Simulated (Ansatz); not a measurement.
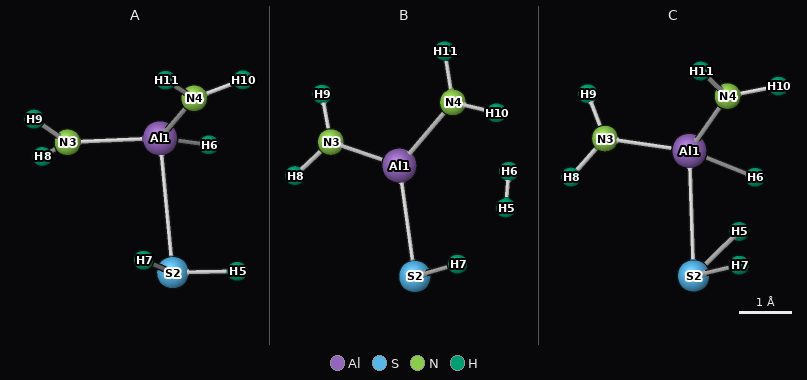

Three geometries of AlN2H7S: a saddle point and the two minima that it joins, in shuffled order. A ball-and-stick model, seen at a tilt. Sticks join atoms that are closer than about 1.2 times the sum of their covalent radii (a little more with hydrogen).

Stationary points at PBE0-D4/def2-TZVP, single-point energies with CCSD(T)/CBS, PBE0-D4, B97M-V, B2PLYP, wB97M-V, r2SCAN0-D4 (def2-TZVPP where no basis is named; Ansatz 0.2.0). The energies are electronic, without zero-point or thermal terms, and both ends are the minima reached downhill from the saddle, with any fragments still in contact. CCSD(T)/CBS stands for a frozen-core estimate: MP2 correlation extrapolated from def2-TZVPP and def2-QZVPP, CCSD(T) minus MP2 from the smaller set.

Identify the saddle point and describe the reaction.

Answer. Frame C is the saddle point. Counted by bonded pieces, B holds AlH₅SN₂ + H₂ and A holds AlH₅N₂ + H₂S. From B over the saddle to A, bonds form: Al1–H6 (3.16 → 1.70 → 1.59 Å), S2–H5 (3.33 → 1.56 → 1.34 Å). Bonds break: Al1–S2 (2.19 → 2.45 → 2.68 Å), H5–H6 (0.75 → 1.20 → 3.50 Å). The saddle has one imaginary mode, 865i cm⁻¹. With CCSD(T)/CBS the barrier is 1.44 eV from B and 0.70 eV from A, and A lies 0.74 eV above B.

```
      level  barrier from B (eV)  barrier from A (eV)  A less B (eV)
CCSD(T)/CBS                 1.44                 0.70           0.74
    PBE0-D4                 1.19                 0.51           0.68
     B97M-V                 1.19                 0.55           0.64
     B2PLYP                 1.40                 0.66           0.74
    wB97M-V                 1.39                 0.69           0.69
 r2SCAN0-D4                 1.26                 0.53           0.73
```

Against CCSD(T)/CBS, B2PLYP comes closest on the barrier from B (−0.04 eV) and B97M-V misses most (−0.25 eV).

Limits of the set-up: the start holds two separate molecules, 3.0 Å apart at their closest, whose relative position is a soft coordinate.
